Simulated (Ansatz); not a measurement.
# SO3 (SMILES O=S(=O)=O) at B3LYP/STO-3G

What is the vertical electron affinity of SO3 at B3LYP/STO-3G? 

Program for the calculation: Ansatz 0.2.0.

## 1. The system as given

The species is SO3 (4 atoms), meant as a singlet with charge 0. As SMILES, `O=S(=O)=O`. Geometry: relaxed at PBE0-D4/def2-TZVP.

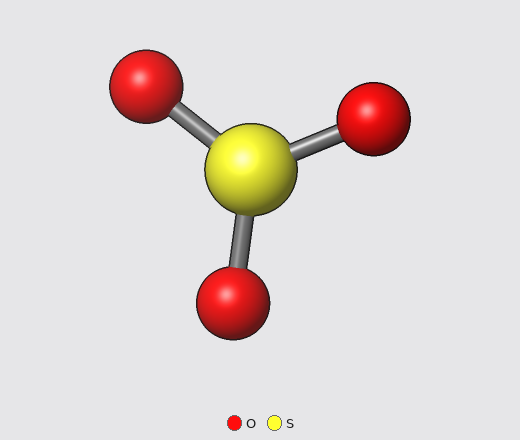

The structure, seen from a chosen angle (oxygen red, sulfur yellow).

## 2. The energy at B3LYP/STO-3G

job.yaml reads:

```yaml
crystal:
  periodic: [false, false, false]
  atoms:
    - symbol: O
      position_ang: [-1.121570, -0.684610, 0.536720]
    - symbol: S
      position_ang: [0.000010, -0.000030, -0.000040]
    - symbol: O
      position_ang: [1.308940, -0.327680, 0.440460]
    - symbol: O
      position_ang: [-0.187380, 1.012320, -0.977150]
basis:
  gaussian:
    orbitals: STO-3G
hamiltonian:
  xc: {name: B3LYP}
accuracy: high
```

On the command line:

```
$ ansatz run job.yaml --threads 1 --pin off --max-ram 3480MiB --events-out events.jsonl --progress --plain --runs-dir runs
```

Standard output:

```text
Warning: RAYON_NUM_THREADS=1 ignored (pool sized by the plan → 1); use --threads N
Functional definition: B3LYP
  name "B3LYP"
  parameter a0 = 0.2
  parameter ax = 0.72
  parameter ac = 0.81
  exchange = (1 - a0 - ax)*slater_x + ax*b88_x + a0*exact_x
  correlation = (1 - ac)*vwn_rpa_c + ac*lyp_c
465 factors; integrals over basis functions are off by at most 2.8e-8 eV
mean field evaluation 1: about -16747.9185 eV, gradient 5.9e1 eV
mean field evaluation 2: about -16751.1447 eV, gradient 4.8e1 eV
mean field evaluation 4: about -16759.2546 eV, gradient 4.9e-1 eV
mean field evaluation 8: about -16759.2916 eV, gradient 4.9e-3 eV
mean field evaluation 16: about -16759.2916 eV, gradient 1.1e-7 eV
mean field -16759.29161964 eV, -615.8926071660 hartree, gradient 1.6e-8 eV, S^2 0.000000; 0 other end points of the search recorded, 0 dependent functions left out
reference -16759.29163802 eV, -615.8926078415 hartree; 20, 20 occupied and 4, 4 virtual orbitals, 465 factors
Total energy: -16759.29163802 eV, -615.8926078415 hartree
```

It took 1.3 s on 1 thread of Arm Neoverse V1, shared host; peak memory 0.097 GiB.

## 3. The doublet anion

run.yaml reads:

```yaml
crystal:
  periodic: [false, false, false]
  atoms:
    - {symbol: O, position_ang: [-1.121570, -0.684610, 0.536720]}
    - {symbol: S, position_ang: [0.000010, -0.000030, -0.000040]}
    - {symbol: O, position_ang: [1.308940, -0.327680, 0.440460]}
    - {symbol: O, position_ang: [-0.187380, 1.012320, -0.977150]}
basis:
  gaussian: {orbitals: STO-3G}
total_charge: -1
magnetization: {spin_polarized: true, initial_magnetization: 1}
hamiltonian: {xc: {name: B3LYP}}
accuracy: high
```

On the command line:

```
$ ansatz run run.yaml --threads 1 --pin off --max-ram 3480MiB --events-out events.jsonl --progress --plain --runs-dir runs
```

Standard output, cut to the lines that bear on the results:

```text
Warning: RAYON_NUM_THREADS=1 ignored (pool sized by the plan → 1); use --threads N
[... 7 set-up lines as earlier in the session ...]
465 factors; integrals over basis functions are off by at most 2.8e-8 eV
mean field evaluation 1: about -16746.6504 eV, gradient 3.3e1 eV
mean field evaluation 2: about -16750.5600 eV, gradient 2.2e1 eV
mean field evaluation 4: about -16753.9576 eV, gradient 7.5e-2 eV
mean field evaluation 8: about -16754.0012 eV, gradient 4.4e-4 eV
mean field evaluation 16: about -16754.0012 eV, gradient 1.2e-8 eV
mean field -16754.00115361 eV, -615.6981861254 hartree, gradient 1.3e-8 eV, S^2 0.750295; 0 other end points of the search recorded, 0 dependent functions left out
reference -16754.00117228 eV, -615.6981868115 hartree; 21, 20 occupied and 3, 4 virtual orbitals, 465 factors
Total energy: -16754.00117228 eV, -615.6981868115 hartree
```

It took 2.2 s on 1 thread of Arm Neoverse V1, shared host; peak memory 0.14 GiB.

## 4. Results

At B3LYP/STO-3G:

| quantity | value |
| --- | --- |
| singlet SO3: total energy | -615.89261 Eh |
| doublet anion: total energy | -615.69819 Eh |
| doublet anion: ⟨S²⟩ | 0.750 |
| vertical electron affinity (to the doublet anion) | -5.290 eV |

**Reading.** The anion lies 5.29 eV (122 kcal/mol) above the neutral: the electron isn't bound at this level, and such a value depends on the basis. Without diffuse functions anions come out too high. In a minimal basis such a difference can be off by several eV, whatever the method.
